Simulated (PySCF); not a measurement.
## A study: C2H6Se, SMILES `C[Se]C`

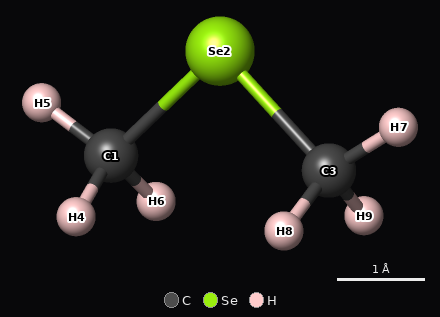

The molecule, with its atoms numbered as below. No frequency check shows the geometry to be a minimum.

Cartesian coordinates (Å):

```
C1       1.4610    0.8211    0.0004
Se2     -0.0000   -0.4744    0.0000
C3      -1.4610    0.8211   -0.0004
H4       1.3933    1.4366    0.8944
H5       2.3941    0.2653   -0.0019
H6       1.3939    1.4365   -0.8936
H7      -2.3941    0.2653    0.0019
H8      -1.3938    1.4366    0.8936
H9      -1.3933    1.4366   -0.8944
```

### 1. Bonding charge

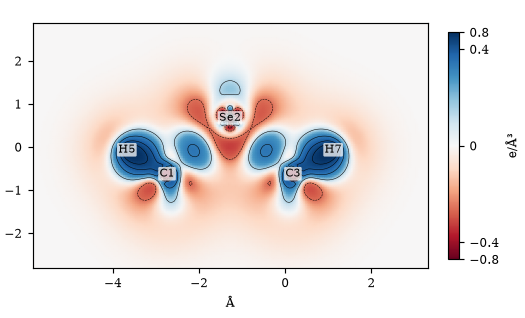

Deformation density (molecule less spherical, spin-averaged free atoms) in the plane of C1, Se2, C3, H5 and H7; colour scale in e/Å³, logarithmic beyond ±0.1; blue: gain, red: loss.

Computed with PySCF, PBE0/def2-TZVP, geometry: GFN2-xTB.

> Describe the bonding that the map shows.

C3–H7 and C1–H5: +0.73 e/Å³ at the bond critical point (bond length 1.09 Å, Mayer order 1.0). Se2–C3 and C1–Se2: +0.20 e/Å³ at the bond critical point (bond length 1.95 Å, Mayer order 1.0). In all, 2.0 electrons gather in the regions of gain relative to the promolecule.

> Where do the Hirshfeld charges lie?

The highest Hirshfeld charge is on H5 and H7 (+0.05 e), the lowest on C1 and C3 (−0.14 e).

### 2. Local ionisation energy

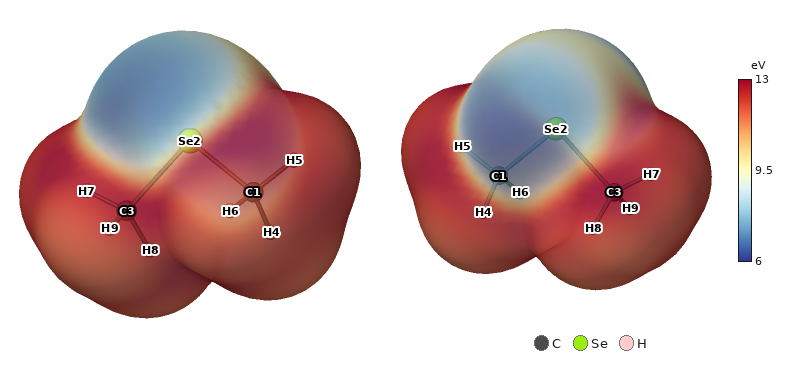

Average local ionisation energy on the surface of electron density 0.001 a.u. (back view left, front view right).

> Locate the minima of the map.

The lowest value is 6.7 eV, 2.4 Å from Se2, and at like points elsewhere. Further minima include 11.5 eV, 1.4 Å from H6, and at like points elsewhere. For comparison, the highest occupied orbital lies at −6.0 eV.

### 3. In an electric field

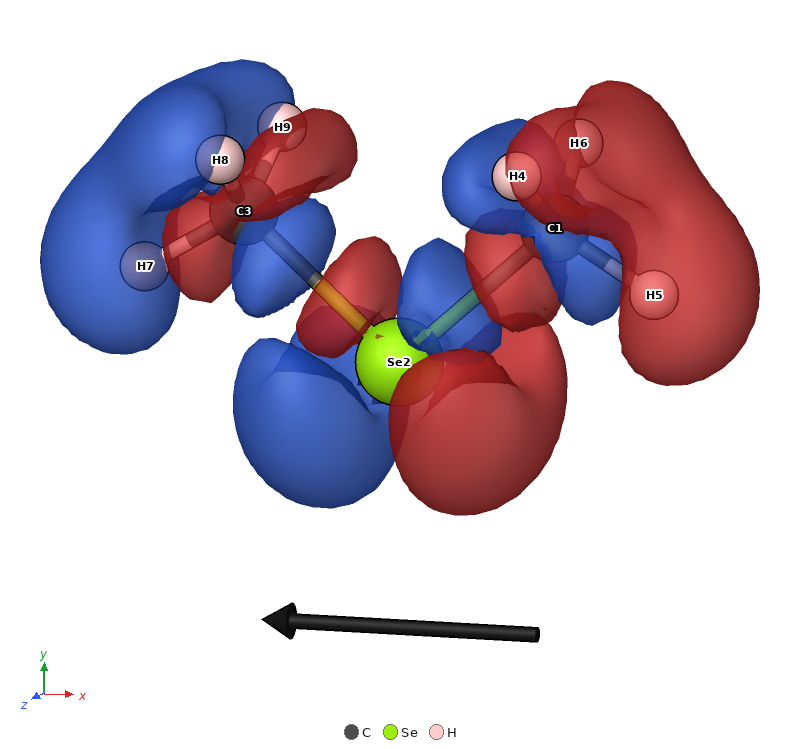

Change of the electron density in a uniform field of 0.21 V/Å along −x (arrow), surfaces at ±0.0015 e/Å³ (red: gain, blue: loss).

Method: PBE0/def2-TZVP; geometry: GFN2-xTB; program: PySCF. A basis without diffuse functions makes polarisabilities too small.

The field was applied in both directions; the picture shows the one opposite to the script's first.

> What dipole is induced, and what polarisability does it imply?

The induced dipole is 0.62 D (along the field); α along this axis, from the fields in both directions, is 61 bohr³ (9.0 Å³).

### 4. Removing or adding an electron

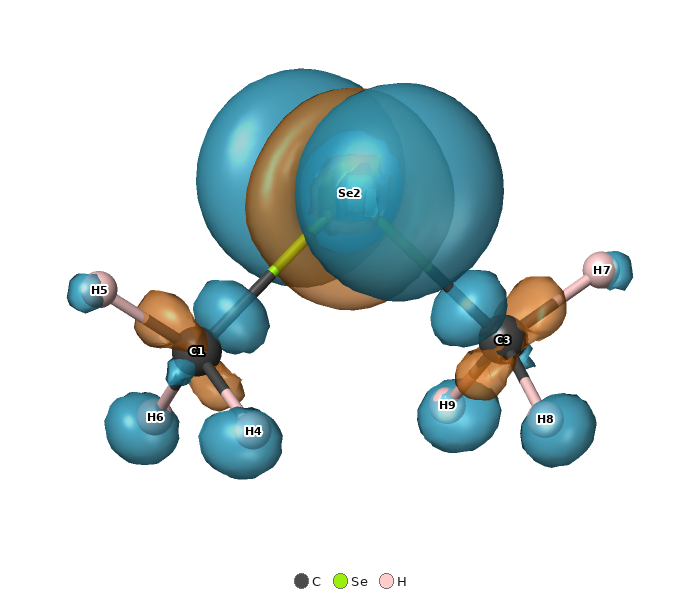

Fukui function f⁻ = ρ(N) − ρ(N−1) at fixed geometry, surfaces at ±0.04 e/Å³ (light blue positive, orange negative).

> On which atoms does the density change most on removal of an electron?

f⁻ (Hirshfeld-condensed) is largest on Se2 (0.58); the vertical ionisation energy is 8.24 eV (the stability of the cation's solution wasn't checked). Condensed values hint at sites of electrophilic attack but needn't mark the atom that reacts. Orbital relaxation makes it negative in places (0.17 e in all).

```csv
atom,f⁻,charge
C1,+0.06,−0.14
Se2,+0.58,+0.01
C3,+0.06,−0.14
H4,+0.05,+0.04
H5,+0.04,+0.05
H6,+0.05,+0.04
H7,+0.04,+0.05
H8,+0.05,+0.04
H9,+0.05,+0.04
```

The PySCF runs shown took 13 s, 31 s and 33 s on 1 thread of Intel(R) Xeon(R) Platinum 8259CL CPU @ 2.50GHz (Skylake/Cascade Lake) (shared host).
